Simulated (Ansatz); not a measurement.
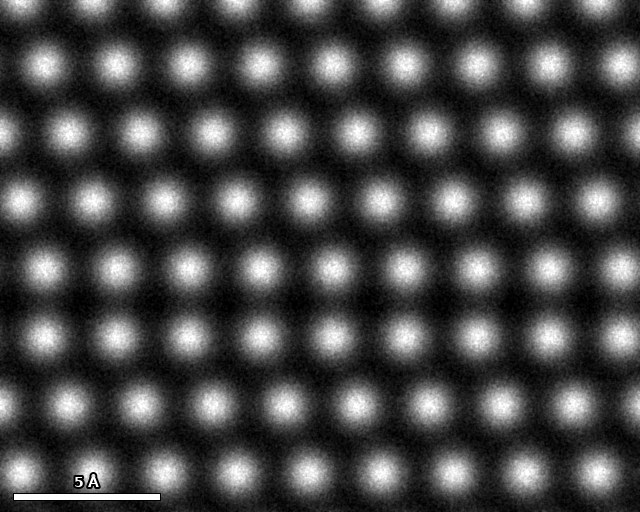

iDPC-like image of Al (Fm-3m, No. 225) along [110]. Simulated as the projected potential of neutral atoms (B = 0.5 Å²) blurred by a 0.89 Å probe, the thin-sample limit of integrated differential phase contrast. Shot noise was added.

One planar defect was built into the perfect crystal by geometry alone, without relaxation. Host structure: the input geometry of an electronic-structure calculation (not necessarily at equilibrium).

> Find the planar defect and say what kind it is.

A planar fault (a stacking fault) runs horizontally about 10 Å below the top edge. The part above it is shifted along the boundary by 1/3 of the 2.48 Å repeat of the rows (0.8 Å to the right, the same as 1.7 Å to the left); both parts keep the same orientation.
